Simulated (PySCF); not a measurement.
**C₄H₁₀ClSi (SMILES C[SiH]C(C)(C)Cl) (doublet): density, localisation and related maps**

```yaml
atoms:
  - { symbol: C, position_ang: [2.4259, -0.5130, 0.5298] }
  - { symbol: Si, position_ang: [0.9976, 0.6697, 0.9284] }
  - { symbol: C, position_ang: [-0.5884, 0.2198, -0.0559] }
  - { symbol: C, position_ang: [-1.0110, -1.2305, 0.0877] }
  - { symbol: C, position_ang: [-1.7428, 1.1602, 0.2350] }
  - { symbol: Cl, position_ang: [-0.1309, 0.4698, -1.8177] }
  - { symbol: H, position_ang: [2.2401, -1.5224, 0.8857] }
  - { symbol: H, position_ang: [3.3452, -0.1654, 0.9906] }
  - { symbol: H, position_ang: [2.5903, -0.5618, -0.5452] }
  - { symbol: H, position_ang: [1.3214, 2.0781, 0.6898] }
  - { symbol: H, position_ang: [-1.8663, -1.4509, -0.5506] }
  - { symbol: H, position_ang: [-0.2003, -1.9022, -0.1848] }
  - { symbol: H, position_ang: [-1.2926, -1.4256, 1.1213] }
  - { symbol: H, position_ang: [-2.0440, 1.0531, 1.2756] }
  - { symbol: H, position_ang: [-1.4521, 2.1944, 0.0659] }
  - { symbol: H, position_ang: [-2.5995, 0.9356, -0.3997] }
```

Geometry: GFN2-xTB.

All numbers below come from UKS B3LYP, pcH-1 on C Cl H Si, non-relativistic, mean-field spin-orbit, GIAO in PySCF 2.14.0, density-fitted response routines.

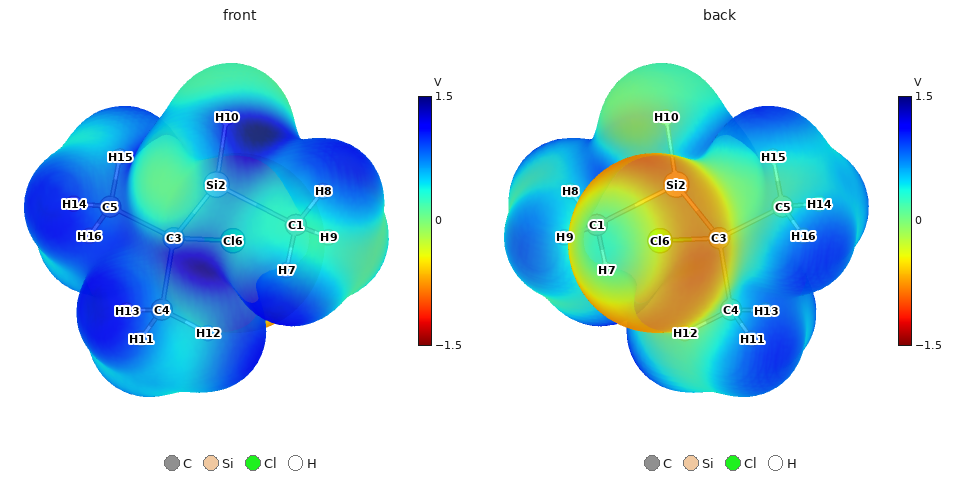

Figure 1. The molecular electrostatic potential painted on the density surface at 0.004 e/bohr³, seen from the front and from behind; the colour scale runs from red (negative) to blue (positive).

### Describe the electrostatic potential map.

The most negative region (about −0.8 V, or −18 kcal/mol for a unit charge) lies over Cl6, the most positive (about +1.4 V, or +32 kcal/mol for a unit charge) over Si2. Cl6 shows a σ-hole: about +0.2 V at the tip opposite its bond, against about −0.4 V, or −9 kcal/mol for a unit charge on its flanks.

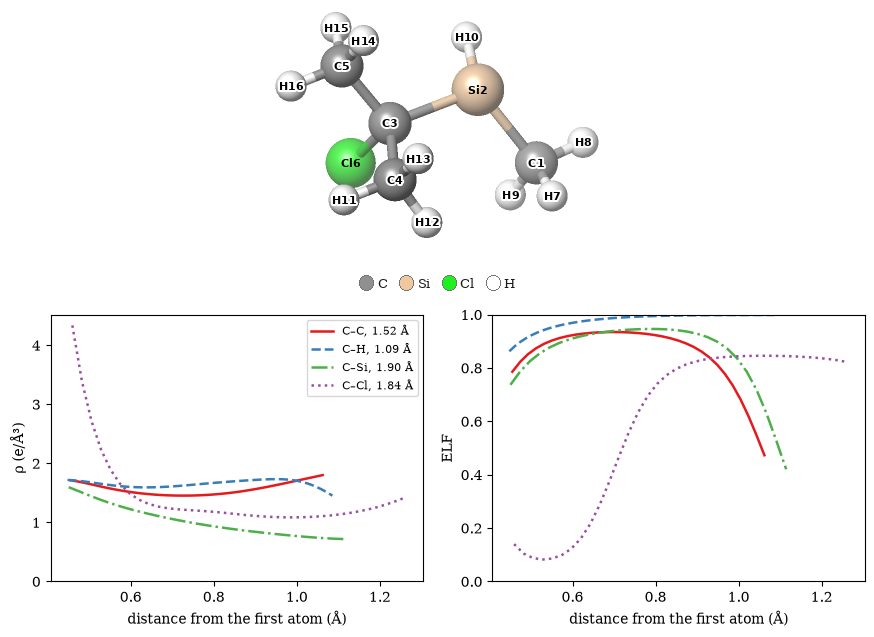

Figure 2. Electron density and electron localisation function along straight lines between neighbouring atoms. The curves leave out the atomic cores. The structure is drawn too.

### What can be read from the curves?

C–C (1.52 Å): ρ is about 1.5 e/Å³ halfway; the ELF peaks at about 0.95 between the atoms; a covalent bond.
C–H (1.09 Å): the density is about 1.6 e/Å³ at the midpoint; the ELF climbs to about 1 towards the hydrogen, as it does in any bond to H; a covalent bond by its length.
C–Si (1.90 Å): the density is about 0.8 e/Å³ at the midpoint; the ELF peaks at about 0.95 between the atoms: a shared electron pair.
C–Cl (1.84 Å): ρ at the midpoint is about 1.1 e/Å³; the ELF peaks at about 0.85 between the atoms; localised, covalent bonding.
